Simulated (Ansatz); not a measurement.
# H5NSi2 (SMILES [SiH2]=N[SiH3]): what the fields show

Input

```
crystal:
  periodic: [false, false, false]
  atoms:
    - {symbol: "N", position_ang: [1.166233, -1.229239, 0.524959]}
    - {symbol: Si, position_ang: [2.335668, -0.177676, 0.755599]}
    - {symbol: Si, position_ang: [-0.001821, -1.989869, -0.472772]}
    - {symbol: H, position_ang: [2.905400, 0.761020, -0.259228]}
    - {symbol: H, position_ang: [2.997372, -0.033467, 2.079150]}
    - {symbol: H, position_ang: [0.260395, -3.461962, -0.522133]}
    - {symbol: H, position_ang: [-0.031621, -1.491744, -1.889133]}
    - {symbol: H, position_ang: [-1.367032, -1.782799, 0.103096]}
basis:
  gaussian: {orbitals: def2-TZVPD}
hamiltonian: {xc: {name: PBE0}}
output: {forces: true, orbitals: {seedname: orbitals}}
```

Launched as:

```sh
ansatz run input.yaml --threads 1 --pin off --max-ram 2610MiB --events-out events.jsonl --progress --plain --runs-dir runs
```

Geometry: r2SCAN-D4/def2-SVP.

Computed with isolated molecule in a Gaussian basis; Kohn-Sham density functional theory, functional PBE0 in Ansatz 0.2.0.

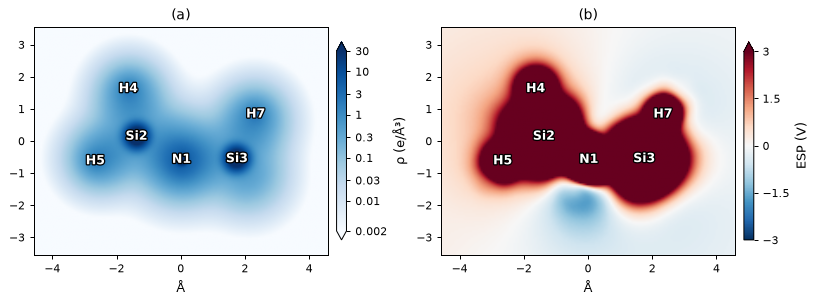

Figure 1. (a) total electron density; (b) molecular electrostatic potential on the plane of atoms N1, Si2 and H4.

Q: What do the fields say about this system?

A: Atoms in the plane: N, Si and H.
Si–N (1.59 Å): ρ is about 1.4 e/Å³ halfway.
Si–H (1.49 Å): ρ at the midpoint is about 0.82 e/Å³.
Si–N (1.71 Å): ρ is about 1.1 e/Å³ halfway.
Outside the dense part of the molecule the potential is most negative (−1.7 V) near N1.

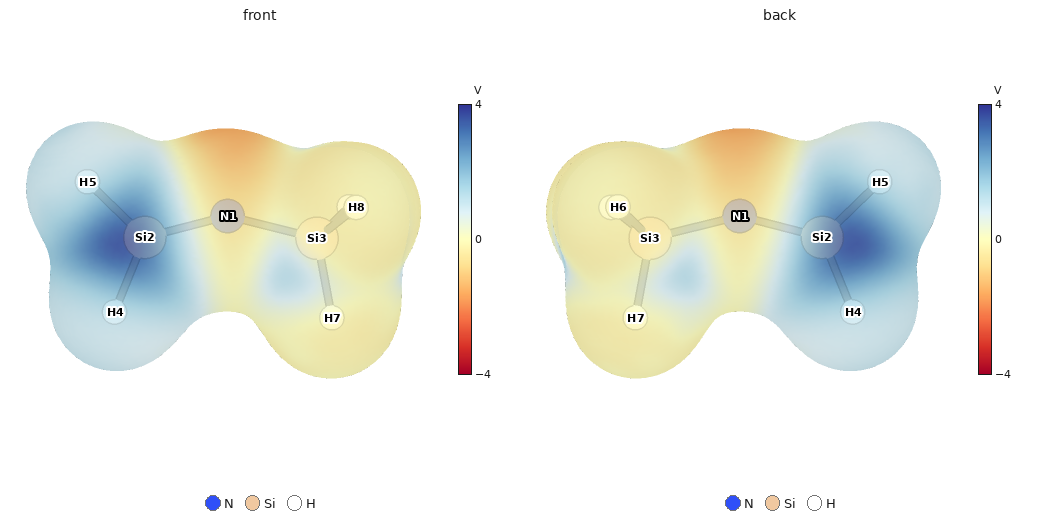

Figure 2. The molecular electrostatic potential painted on the density surface at 0.004 e/bohr³, seen from the front and from behind; the colour scale runs from red (negative) to blue (positive).

Q: Where is the surface potential most negative and most positive?

A: The most negative region (about −1.5 V) lies over N1, the most positive (about +3.5 V) over Si2. N1 is the likeliest acceptor of a hydrogen bond.

Q: How polar is the molecule by this calculation?

A: Its dipole moment is 3.02 D.

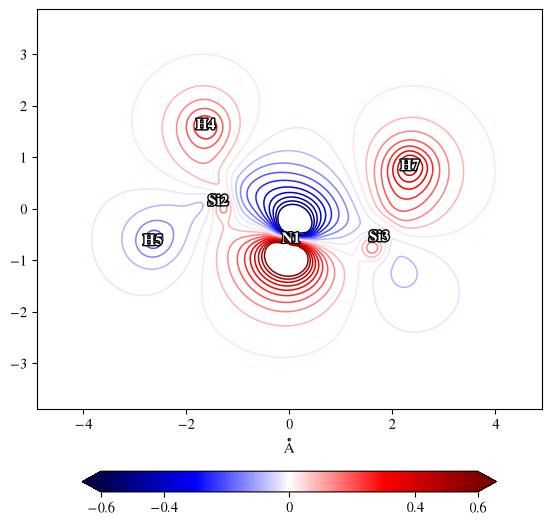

Figure 3. The HOMO on the plane of atoms N1, Si2 and H4 (values in Å⁻³ᐟ²; the overall sign is arbitrary).

Q: Where does this orbital lie, and at what energy?

A: Its weight (Hirshfeld) is mainly on N1 (about 55 %), Si3 (about 15 %), Si2 (about 15 %) and H7 (about 10 %). Its energy is −7.29 eV.
